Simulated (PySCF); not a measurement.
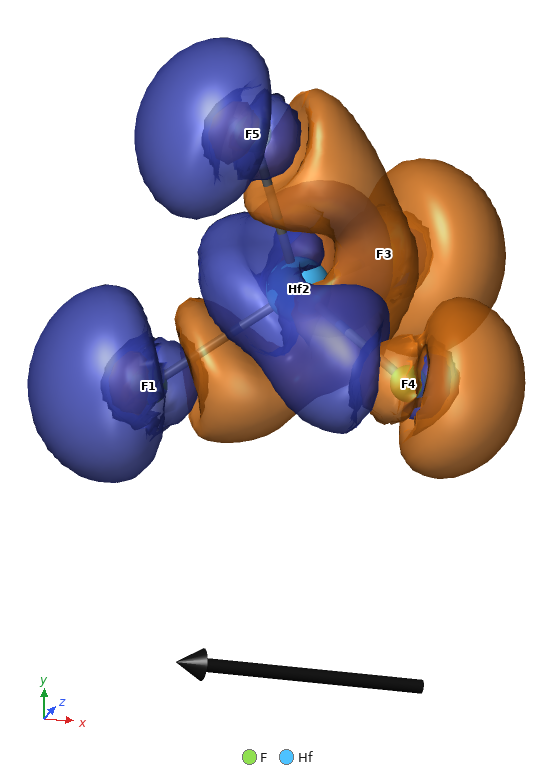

Figure 1: F4Hf, SMILES `F[Hf](F)(F)F`. Change of the electron density in a uniform field of 0.21 V/Å along −x (arrow), surfaces at ±0.001 e/Å³ (orange: gain, blue: loss).

Computed with PySCF, ωB97X/def2-TZVP, geometry: GFN2-xTB. Core potentials replace the inner electrons of Hf; spin–orbit coupling isn't included. This is a single-reference result, which may miss multireference character in this system. No frequency check shows the geometry to be a minimum. A basis without diffuse functions makes polarisabilities too small. GFN2-xTB bond lengths at metals and heavier atoms can be off by up to 0.1 Å and shapes distorted, which carries into these values.

The calculation's input:

```python
import numpy as np
from pyscf import gto, scf, dft
from pyscf.scf import atom_ks, atom_hf
from scipy.linalg import block_diag

def solve(mol, dm0=None, hcore=None):
    mf = (dft.UKS if mol.spin else dft.RKS)(mol, xc='wb97x')
    mf.grids.level = 3
    mf = mf.density_fit(auxbasis='def2-universal-jkfit')
    mf.conv_tol, mf.max_cycle = 1e-8, 80
    if hcore is not None:
        mf.get_hcore = lambda *args: hcore
    mf.kernel(dm0)
    if not mf.converged:
        mf = mf.newton().run(mf.mo_coeff, mf.mo_occ, max_cycle=30)
    assert mf.converged, 'SCF not converged'
    return mf

mol = gto.M(atom='''
F     -1.24110    -0.81974    -1.05131
Hf     0.00007     0.00013    -0.00040
F      1.24090     0.82228    -1.04882
F      0.82220    -1.24071     1.04989
F     -0.82257     1.23716     1.05340
''', basis='def2-tzvp', ecp={'Hf': 'def2-tzvp'}, charge=0, spin=0, verbose=4)
field = np.array([0.004, 0.0, 0.0])  # atomic units
mol.set_common_orig(mol.atom_charges() @ mol.atom_coords() / mol.atom_charges().sum())
mf = solve(mol)
out = dict(dm0=mf.make_rdm1(), d0=mf.dip_moment(unit='AU'), e0=mf.e_tot)
for name, sign in (('p', 1), ('m', -1)):
    h = mf.get_hcore() + sign * np.einsum('x,xij->ij', field, mol.intor('int1e_r'))
    mi = solve(mol, mf.make_rdm1(), h)
    out.update({'dm' + name: mi.make_rdm1(), 'd' + name: mi.dip_moment(unit='AU'), 'e' + name: mi.e_tot})
# spherically averaged free atoms, for the promolecule
atom_ks.AtomSphAverageRKS.init_guess_by_vsap = lambda self, mol=None: self.init_guess_by_minao(mol)  # core potentials
atm = atom_ks.get_atm_nrks(mol, xc='wb97x')
pro = block_diag(*[(atm[a[0]][2] * atm[a[0]][3]) @ atm[a[0]][2].T for a in mol._atom])
np.savez('result.npz', pro=pro, **out)
```

Launched as:

```sh
OMP_NUM_THREADS=1 python input.py
```

The run took 20 s on 1 thread of Intel(R) Xeon(R) 6975P-C (Granite Rapids) (shared host), peak memory 0.79 GiB.

Partitions, critical points and surface values were worked out afterwards from this run's density.

The field was applied in both directions; the picture shows the one opposite to the script's first.

### How large is the response?

The induced dipole is 0.29 D (along the field); α along this axis, from the fields in both directions, is 28 bohr³ (4.2 Å³).
